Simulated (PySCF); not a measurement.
# CuF: what the fields show

```yaml
atoms:
  - { symbol: Cu, position_ang: [0.0000, 0.0000, -0.4056] }
  - { symbol: F, position_ang: [0.0000, 0.0000, 1.3434] }
```

These are results of PBE0/x2c-TZVPPall, spin-free X2C-1e, Gaussian nucleus, at a bond length of 1.749 Å (PySCF), not measurements.

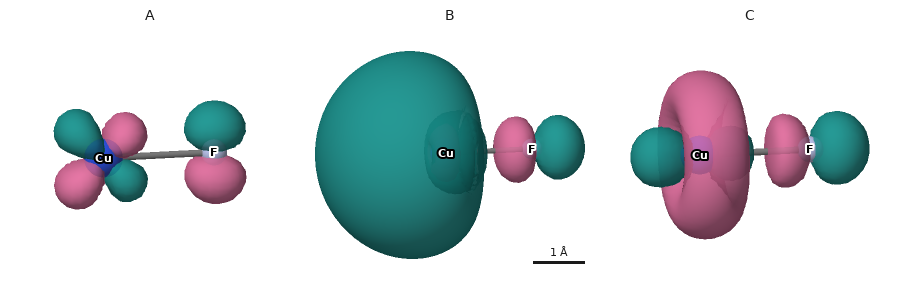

Figure 1. Three frontier orbitals, each drawn at the value that holds 80 % of its norm (teal and pink are the two phases), in no order; of a degenerate pair one member is drawn.

Question: Name the orbitals and rank them from lowest to highest energy.

Answer: Orbital A: π, occupied, −7.81 eV; shared between the atoms (Cu 65 %, F 35 %).
Orbital C: σ, occupied, −7.46 eV; mainly on Cu (85 %).
Orbital B: σ, empty, −3.06 eV; mainly on Cu (90 %).

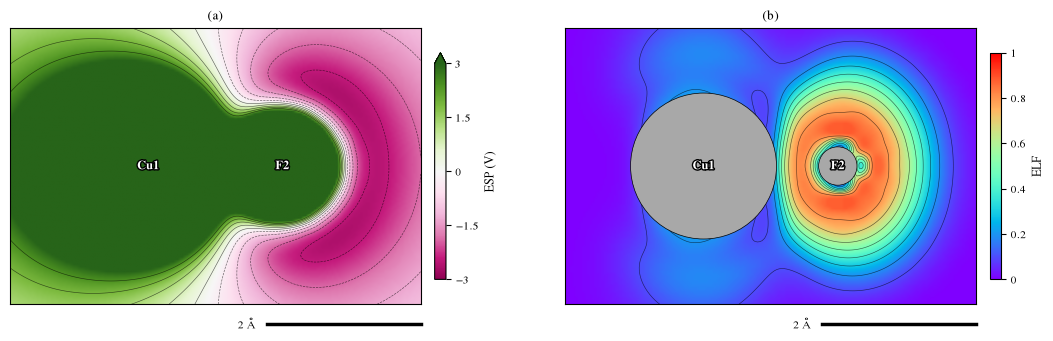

Figure 2. (a) electrostatic potential; (b) ELF on a plane that holds the molecular axis. Grey discs cover the atomic cores in the ELF map.

Question: What do the fields say about this system?

Answer:
- The plane passes through Cu and F nuclei.
- Cu–F (1.75 Å): the ELF peaks at about 0.80 in the valence shell of F, 0.5 Å from its nucleus, and is about 0.15 at the midpoint.
- Outside the dense part of the molecule the potential is most negative (−2.6 V) near F2.

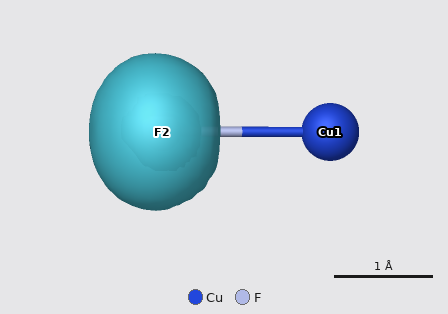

Figure 3. Isosurface of the ELF at 0.75 (cyan), seen from one side. Only the valence region is drawn (cores and ρ < 0.01 e/Å³ removed).

Question: Describe the localisation domains.

Answer: The surface consists of one region wrapped around F (its valence shell).
